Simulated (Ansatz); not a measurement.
**Fields on a plane of Ge (diamond)**

```yaml
crystal:
  lattice:
    - [0.00000, 2.83808, 2.83808]
    - [2.83808, 0.00000, 2.83808]
    - [2.83808, 2.83808, 0.00000]
  atoms:
    - { symbol: Ge, position: [0.50000, 0.50000, 0.50000] }
    - { symbol: Ge, position: [0.75000, 0.75000, 0.75000] }
```

The slice is a {110} plane (indices of the conventional cell) through the point (0.750, 0.750, 0.750) (fractional), spanned by u = [100] and v = [1 -1 -1] in vectors of this cell: u (4.01 Å) and v (5.68 Å, at 90° to u). It covers one period; positions are fractions (u, v).

Atoms on it: Ge at (0.50, 0.25); Ge at (0.00, 0.00).

The numbers are results of PBEsol (plane waves to 420 eV, PAW, scalar-relativistic; Ansatz, a first-principles code), not measurements. k mesh 14×14×14. Near the nuclei the fields are pseudised (PAW); where an atom keeps semicore shells as valence, they peak there. Ge was relaxed with its symmetry unable to fall.

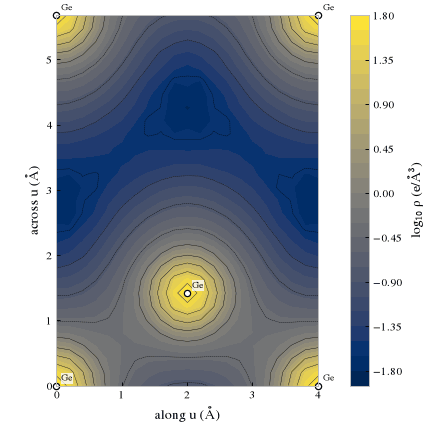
Log₁₀ of the valence density in e/Å³, one period of the plane, atoms marked. The scale is logarithmic, as a density can span decades between atoms and voids.

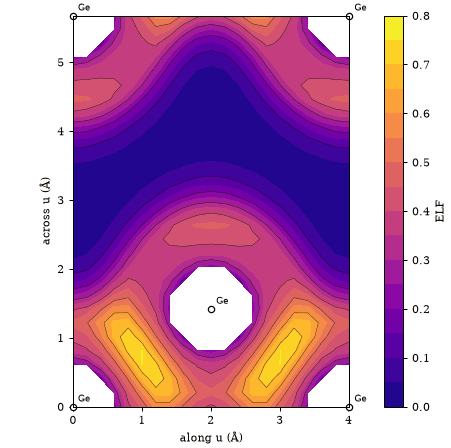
Fig. 1. Electron localisation function (ELF), one period of the plane, atoms marked. Points within 0.5 Å of a nucleus are left white, as the pseudised field means little there.

* **Density on the Ge–Ge line (2.46 Å) at its midpoint**: 0.50 e/Å³
* **ELF at that point**: 0.8
* **ELF maximum in the middle third of the Ge–Ge line**: 0.75, 1.2 Å from Ge
